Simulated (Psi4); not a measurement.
# One shape, several levels: doublet KCl+

Wanted: a comparison of 6 runs (UB2PLYP/def2-TZVPPD, UBHLYP/def2-TZVPPD, UBLYP/def2-TZVPPD, UM06-2X/def2-TZVPPD, UM06-L/def2-TZVPPD, UTPSS/def2-TZVPPD) of doublet KCl+. 

The calculation is run with Psi4 1.11.

4 further runs of the same task are left out: 3 that didn't finish, 1 set aside as unsound or not needed.

## Step 1: The system as given

KCl+: 2 atoms, total charge +1, spin state doublet. As SMILES of the parent species, `[Cl][K]`. The coordinates come from a PBE0-D4/def2-TZVP relaxation. That shape belongs to the parent species and isn't relaxed for this state.

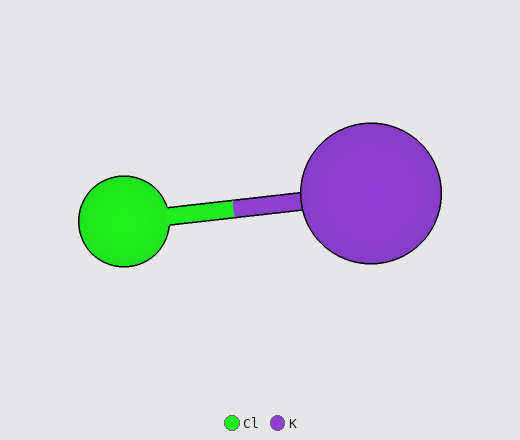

The structure, seen from a chosen angle (chlorine green, potassium purple).

## Step 2: The energy at UB2PLYP/def2-TZVPPD (density fitting for correlation) (run 1)

Contents of input.json:

```json
{
 "schema_name": "qcschema_input",
 "schema_version": 1,
 "molecule": {
  "schema_name": "qcschema_molecule",
  "schema_version": 2,
  "symbols": ["Cl", "K"],
  "geometry": [2.15910658, -0.76639733, 1.08800982, -2.15910658, 0.76639733, -1.08800982],
  "molecular_charge": 1,
  "molecular_multiplicity": 2,
  "fix_symmetry": "c1",
  "fix_com": true,
  "fix_orientation": true
 },
 "driver": "energy",
 "model": {
  "method": "b2plyp",
  "basis": "def2-TZVPPD"
 },
 "keywords": {
  "reference": "uks",
  "puream": true,
  "e_convergence": 1e-09,
  "d_convergence": 1e-08,
  "scf_type": "pk",
  "dft_radial_points": 99,
  "dft_spherical_points": 590,
  "num_frozen_docc": 10,
  "maxiter": 100
 }
}
```

Started as:

```bash
psi4 --qcschema input.json -n 1 --memory 2200MB
```

stdout:

```text
[...]
  Running in c1 symmetry.
[...]
  Nuclear repulsion =   63.675166598412716
[...]
  Multiplicity = 2
[...]
  Nalpha       = 18
  Nbeta        = 17
[...]
    Number of basis functions: 87
[...]
   @UKS iter   1: -1059.50894918668041   -1.42443e-01   2.25946e-03 DIIS/ADIIS
[...]
   @UKS iter  14: -1059.51779635608614   -5.00222e-12   6.01780e-09 DIIS
[...]
   @S^2 Observed:                7.553742761E-01
[...]
  @UKS Final Energy: -1059.51779635608614
   => Energetics <=
    Nuclear Repulsion Energy =             63.6751665984127158
    One-Electron Energy =               -1579.2422027330765104
    Two-Electron Energy =                 485.3600119117611484
    DFT Exchange-Correlation Energy =     -29.3107721331834874
    Empirical Dispersion Energy =           0.0000000000000000
    VV10 Nonlocal Energy =                  0.0000000000000000
    Total Energy =                      -1059.5177963560861372
[...]
 Multipole Moments:
 ------------------------------------------------------------------------------------
     Multipole            Electronic (a.u.)      Nuclear  (a.u.)        Total (a.u.)
 ------------------------------------------------------------------------------------
 L = 1.  Multiply by 2.5417464519 to convert [e a0] to [Debye]
 Dipole X            :          2.5601485           -4.3182132           -1.7580646
 Dipole Y            :         -0.9087513            1.5327947            0.6240434
 Dipole Z            :          1.2901015           -2.1760196           -0.8859181
 Magnitude           :                                                    2.0652051
[...]
```

The result, in JSON:

```text
{
 "driver": "energy",
 "model": {
  "method": "b2plyp",
  "basis": "def2-TZVPPD"
 },
 "success": true,
 "return_result": -1059.6195540955957,
 "properties": {
  "calcinfo_nbasis": 87,
  "calcinfo_nmo": 87,
  "calcinfo_nalpha": 18,
  "calcinfo_nbeta": 17,
  "calcinfo_natom": 2,
  "nuclear_repulsion_energy": 63.675166598412716,
  "return_energy": -1059.6195540955957,
  "scf_one_electron_energy": -1579.2422027330765,
  "scf_two_electron_energy": 485.36001191176115,
  "scf_xc_energy": -29.310772133183487,
  "scf_dipole_moment": [-1.7580646414800993, 0.6240433637438496, -0.885918113700148],
  "scf_total_energy": -1059.5177963560861,
  "scf_iterations": 14
 }
}
```

It took 10 s on 1 thread of Intel Xeon at 2.70GHz, shared host; peak memory 0.57 GiB.

## Step 3: The energy at UBHLYP/def2-TZVPPD (run 2)

Contents of run.py:

```python
import psi4

psi4.set_memory('2200 MB')
psi4.set_num_threads(1)
psi4.core.set_output_file('clk.out', False)

molecule = psi4.geometry("""
1 2
Cl     2.15910658    -0.76639733     1.08800982
K     -2.15910658     0.76639733    -1.08800982
units au
symmetry c1
no_reorient
no_com
""")

psi4.set_options({
    'basis': 'def2-TZVPPD',
    'reference': 'uks',
    'puream': True,
    'e_convergence': 1e-09,
    'd_convergence': 1e-08,
    'scf_type': 'pk',
    'dft_radial_points': 99,
    'dft_spherical_points': 590,
    'maxiter': 100,
})

e_tot, wfn = psi4.energy("bhhlyp", molecule=molecule, return_wfn=True)
psi4.oeprop(wfn, "MAYER_INDICES", "QUADRUPOLE", "LOWDIN_CHARGES")
print(f'total energy {e_tot:.8f} hartree = {e_tot * 27.211386:.5f} eV')
```

Started as:

```bash
python run.py
```

clk.out:

```text
[...]
  Running in c1 symmetry.
[...]
  Nuclear repulsion =   63.675166598412716
[...]
  Multiplicity = 2
[...]
  Nalpha       = 18
  Nbeta        = 17
[...]
    Number of basis functions: 87
[...]
   @UKS iter   1: -1059.90392816644339   -1.31227e-01   2.33215e-03 ADIIS/DIIS
[...]
   @UKS iter  14: -1059.91293224940364   -4.54747e-13   3.59246e-09 DIIS
[...]
   @S^2 Observed:                7.546488198E-01
[...]
  @UKS Final Energy: -1059.91293224940364
   => Energetics <=
    Nuclear Repulsion Energy =             63.6751665984127158
    One-Electron Energy =               -1579.3306142406977415
    Two-Electron Energy =                 487.2551366889160818
    DFT Exchange-Correlation Energy =     -31.5126212960346166
    Empirical Dispersion Energy =           0.0000000000000000
    VV10 Nonlocal Energy =                  0.0000000000000000
    Total Energy =                      -1059.9129322494036387
[...]
 Multipole Moments:
 ------------------------------------------------------------------------------------
     Multipole            Electronic (a.u.)      Nuclear  (a.u.)        Total (a.u.)
 ------------------------------------------------------------------------------------
 L = 1.  Multiply by 2.5417464519 to convert [e a0] to [Debye]
 Dipole X            :          2.5637701           -4.3182132           -1.7544430
 Dipole Y            :         -0.9100368            1.5327947            0.6227578
 Dipole Z            :          1.2919265           -2.1760196           -0.8840931
 Magnitude           :                                                    2.0609508
 L = 2.  Multiply by 1.3450342976 to convert [e a0^2] to [Debye ang]
 Quadrupole XX       :       -178.1283085          167.8226841          -10.3056244
 Quadrupole XY       :         57.4194363          -59.5704067           -2.1509703
[...]
```

The script printed:

```text
total energy -1059.91293225 hartree = -28841.69993 eV
```

Run time: 11 s. Hardware: 1 thread of Intel Xeon at 2.70GHz, shared host; peak memory 0.57 GiB.

## Step 4: A single-point energy at UBLYP/def2-TZVPPD (run 3)

Contents of job.py:

```python
import psi4

psi4.set_memory('2200 MB')
psi4.set_num_threads(1)
psi4.set_output_file('psi4.out', False)

mol = psi4.geometry("""
1 2
Cl     2.15910658    -0.76639733     1.08800982
K     -2.15910658     0.76639733    -1.08800982
units bohr
symmetry c1
no_reorient
no_com
""")

options = {'basis': 'def2-TZVPPD', 'reference': 'uks', 'puream': True, 'e_convergence': 1e-09, 'd_convergence': 1e-08, 'scf_type': 'pk', 'dft_radial_points': 99, 'dft_spherical_points': 590, 'maxiter': 100}
psi4.set_options(options)

energy_value, wavefunction = psi4.energy("blyp", molecule=mol, return_wfn=True)
psi4.oeprop(wavefunction, "WIBERG_LOWDIN_INDICES", "DIPOLE", "MULLIKEN_CHARGES", title="BLYP")
print(f'blyp energy: {energy_value:.10f} Eh')
```

Started as:

```bash
python job.py
```

psi4.out:

```text
[...]
  Running in c1 symmetry.
[...]
  Nuclear repulsion =   63.675166598412716
[...]
  Multiplicity = 2
[...]
  Nalpha       = 18
  Nbeta        = 17
[...]
    Number of basis functions: 87
[...]
   @UKS iter   1: -1059.86974770713528    3.71274e-04   3.46833e-03 ADIIS/DIIS
[...]
   @UKS iter  13: -1059.89081501596252   -5.41149e-11   8.46876e-09 DIIS
[...]
   @S^2 Observed:                7.525220864E-01
[...]
  @UKS Final Energy: -1059.89081501596252
   => Energetics <=
    Nuclear Repulsion Energy =             63.6751665984127158
    One-Electron Energy =               -1579.1962700469650827
    Two-Electron Energy =                 517.1589149601485360
    DFT Exchange-Correlation Energy =     -61.5286265275586217
    Empirical Dispersion Energy =           0.0000000000000000
    VV10 Nonlocal Energy =                  0.0000000000000000
    Total Energy =                      -1059.8908150159625166
[...]
 Multipole Moments:
 ------------------------------------------------------------------------------------
     Multipole            Electronic (a.u.)      Nuclear  (a.u.)        Total (a.u.)
 ------------------------------------------------------------------------------------
 L = 1.  Multiply by 2.5417464519 to convert [e a0] to [Debye]
 Dipole X            :          2.5943222           -4.3182132           -1.7238909
 Dipole Y            :         -0.9208814            1.5327947            0.6119132
 Dipole Z            :          1.3073226           -2.1760196           -0.8686971
 Magnitude           :                                                    2.0250611
[...]
```

Standard output:

```text
blyp energy: -1059.8908150160 Eh
```

Run time: 11 s. Hardware: 1 thread of Intel Xeon at 2.70GHz, shared host; peak memory 0.57 GiB.

Runs 4 to 5 aren't shown in full; the table further down has their settings and results.

## Step 5: Energy and forces at UTPSS/def2-TZVPPD (run 6)

Contents of run.py:

```python
import psi4

psi4.set_memory('2200 MB')
psi4.set_num_threads(1)
psi4.core.set_output_file('run.log', False)

geom = psi4.geometry("""
1 2
Cl     2.15910658    -0.76639733     1.08800982
K     -2.15910658     0.76639733    -1.08800982
units bohr
symmetry c1
no_reorient
no_com
""")

psi4.set_options({
    'basis': 'def2-TZVPPD',
    'reference': 'uks',
    'puream': True,
    'e_convergence': 1e-09,
    'd_convergence': 1e-06,
    'scf_type': 'pk',
    'dft_radial_points': 99,
    'dft_spherical_points': 590,
    'maxiter': 150,
    'level_shift': 0.3,
    'level_shift_cutoff': 1e-09,
})

e_tot, wfn = psi4.gradient('tpss', return_wfn=True)
psi4.oeprop(wfn, 'WIBERG_LOWDIN_INDICES', 'DIPOLE', 'MAYER_INDICES', title='TPSS')
print('gradient / Eh bohr^-1')
print(e_tot.np.round(6))
print(f'energy = {wfn.energy():.10f} Eh')
```

Started as:

```bash
python run.py
```

run.log:

```text
[...]
  Running in c1 symmetry.
[...]
  Nuclear repulsion =   63.675166598412716
[...]
  Multiplicity = 2
[...]
  Nalpha       = 18
  Nbeta        = 17
[...]
    Number of basis functions: 87
[...]
   @UKS iter   1: -1059.91530907706624   -1.14701e-02   3.15726e-03 ADIIS/DIIS/SHIFT
[...]
   @UKS iter  10: -1059.93307535997315   -7.57836e-10   1.10147e-07 DIIS/SHIFT
[...]
   @S^2 Observed:                7.537952829E-01
[...]
  @UKS Final Energy: -1059.93307535997315
   => Energetics <=
    Nuclear Repulsion Energy =             63.6751665984127158
    One-Electron Energy =               -1579.2843461255411057
    Two-Electron Energy =                 517.2610455189394543
    DFT Exchange-Correlation Energy =     -61.5849413517841739
    Empirical Dispersion Energy =           0.0000000000000000
    VV10 Nonlocal Energy =                  0.0000000000000000
    Total Energy =                      -1059.9330753599731452
[...]
  -Total Gradient:
     Atom            X                  Y                   Z
    ------   -----------------  -----------------  -----------------
       1       -0.024572828375     0.008720129545    -0.012380947602
       2        0.024609363376    -0.008733089298     0.012399355426
[...]
```

On the terminal:

```text
gradient / Eh bohr^-1
[[-0.024573  0.00872  -0.012381]
 [ 0.024609 -0.008733  0.012399]]
energy = -1059.9330753600 Eh
```

Wall time 18 s (1 thread of Intel Xeon at 2.70GHz, shared host); peak memory 0.89 GiB.

## Step 6: All runs side by side

```
run                                                  level  fitting correlation  frozen core orbitals   energy (Eh)  HOMO energy (eV)  LUMO energy (eV)   ⟨S²⟩  wall time
  1  UB2PLYP/def2-TZVPPD (density fitting for correlation)      density fitting                    10  -1059.619554            -16.04             -9.54  0.755       10 s
  2                                     UBHLYP/def2-TZVPPD                    –                     0  -1059.912932            -16.11            -10.05  0.755       11 s
  3                                      UBLYP/def2-TZVPPD                    –                     0  -1059.890815            -13.16            -12.90  0.753       11 s
  4                                    UM06-2X/def2-TZVPPD                    –                     0  -1059.871727            -16.12            -10.25  0.753       39 s
  5                                     UM06-L/def2-TZVPPD                    –                     0  -1059.883490            -13.36            -12.51  0.754       26 s
  6                                      UTPSS/def2-TZVPPD                    –                     0  -1059.933075            -13.42                 –  0.754       18 s
```

## Step 7: Summary of results

| quantity | value |
| --- | --- |
| run 6: total energy | -1059.93308 Eh |
| run 6: HOMO energy (highest over α and β) | -13.42 eV |
| run 6: ⟨S²⟩ | 0.754 |
| run 6: largest force on an atom | 1.486 eV/Å |

Totals of different functionals can't be ranked against each other. All runs together took 1.9 min, the longest 39 s.
